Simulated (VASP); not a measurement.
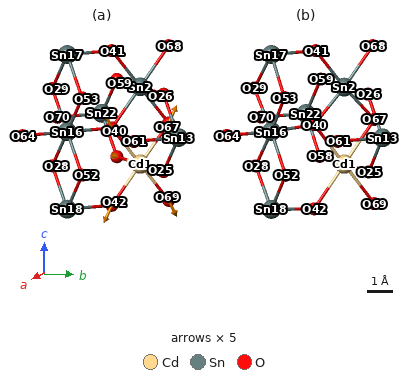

The structure of solid CdSn23O48 (a generated structure, set up in Cmmm) before (left) and after (right) a relaxation, at one scale. The orange arrows give the displacements, magnified 5 times.

The picture is a ball-and-stick view of the atoms within 4.2 Å of the atom that moves most (axes of the cell of the calculation (origin shifted)), seen slightly off an axis.

The run lets the atoms move in a fixed cell.

Method: Kohn-Sham DFT of a periodic cell, PBE, VASP PAW PBE potentials, recommended (VASP 6.6.1).

Input file:
```
PREC = Accurate
ENCUT = 520
EDIFF = 1E-6
ISMEAR = -1
SIGMA = 0.05
LREAL = False
LASPH = True
NELM = 80
ALGO = Fast
ISIF = 2
LWAVE = False
LCHARG = False
GGA = PE
IBRION = 2
NSW = 40
EDIFFG = -0.01
NELECT = 624.0
```

Command:
```bash
cat potpaw_PBE.64/Cd/POTCAR potpaw_PBE.64/Sn_d/POTCAR potpaw_PBE.64/O/POTCAR > POTCAR
mpirun -np 8 vasp_std > vasp.out
```

> Describe what moved and what it gained.

The largest moves, 0.16 Å, are those of O40, O42, O67 and O69. O40 goes along [1 −1 3]. Largest moves by element: O 0.16 Å, Sn 0.01 Å. Cd stays in place. The lattice vectors keep their values. Some distances before and after: Cd1–O40 2.058 → 2.215 Å, Cd1–O25 2.047 → 2.149 Å, Sn16–O40 2.047 → 1.969 Å, Sn13–O25 2.058 → 1.988 Å. Among the angles between lasting bonds that change: O40–Sn2–O67 78.5° → 87.4°, Sn2–O40–Sn16 129.3° → 137.5°, Cd1–O40–Sn16 129.3° → 124.7°. The space group stays Cmmm (No. 65). Over 28 geometry steps the energy falls by 21.9 meV per atom. The largest force component goes from 2.3 to 0.0077 eV/Å. It ran on 8 threads of AMD EPYC 9R45 (Zen 5) (shared host).
